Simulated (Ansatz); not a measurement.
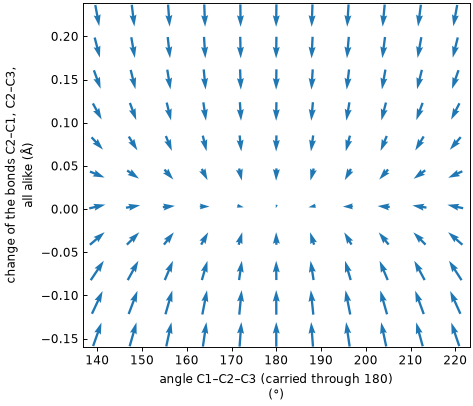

C₃H₃ClSe, SMILES C=C=C(Cl)[SeH]. 
- First axis: angle C1–C2–C3 (carried through 180). Second axis: change of the bonds C2–C1, C2–C3, all alike.
- Nothing is relaxed (all other coordinates rigid).
- Grid: 11 × 11 points.
- Points are written as (first, second).
- Theory: Ansatz 0.2.0, RKS PBE-D4/def2-SVP.

The picture shows arrows along the force (downhill), their lengths compressed.

Q: The arrows alone are given. Where is the energy lowest?

A: The arrows converge at about (179°, 0.000 Å) (read from the interpolated surface).

The energy map of the same scan:

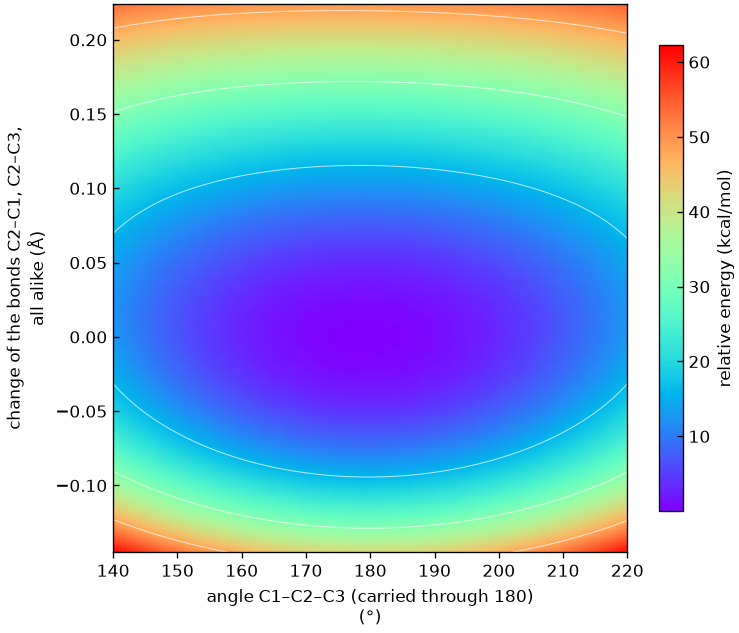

Energies are in kcal/mol, from the relaxed molecule at the same level; between grid points the surface is interpolated.
